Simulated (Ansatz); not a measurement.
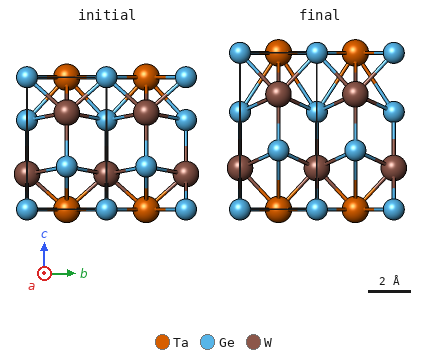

The structure of crystalline TaGe3W2 (a generated structure, set up in P-4m2) (coarse preliminary run) before (left) and after (right) a relaxation, at one scale.

The picture is a ball-and-stick view of the cell of the calculation, repeated 1 × 2 × 1 with one cell outlined, seen along the a axis.

The calculation used DFT PBE, scalar-relativistic, plane waves, PAW in Ansatz. Set-up: plane-wave cutoff 420 eV; k-point mesh 4 × 4 × 4; occupations gaussian; smearing width 0.1 eV; no spin polarisation; cell and atoms relaxed; force threshold 0.04 eV/Å; at most 70 steps.

**Summarise the run.**

The energy falls by 1.481 eV per cell of the calculation in 7 accepted moves (9 points after the start). Largest force component: 3.5 eV/Å at the start, 0.023 eV/Å at the end. Pressure: 24.60 GPa at the start and −0.27 GPa at the end. The SCF was repeated twice at an unchanged geometry on a basis and grid sized afresh for the cell, which shifted the energy by 33.5 meV per cell of the calculation at most. The largest moves relative to the cell, 0.40 Å, are those of Ge atoms. Largest moves by element: Ge 0.40 Å, W 0.02 Å. Ta stays in place. The volume changes by +10.8 %, with a = b 3.839 → 3.714 Å (−3.3 %), c 6.387 → 7.564 Å (+18.4 %). Some distances before and after: Ge–Ta 2.824 → 3.405 Å, Ge–W 2.568 → 2.729 Å, Ta–W 2.568 → 2.729 Å, Ge–W 2.609 → 2.710 Å. The space group stays P-4m2 (No. 115). Cost: 87 s on 1 thread of Arm Neoverse V2 (shared host), peak memory 0.39 GiB.

Limits of the set-up: the k-point mesh is coarse for a cell with partly filled bands.
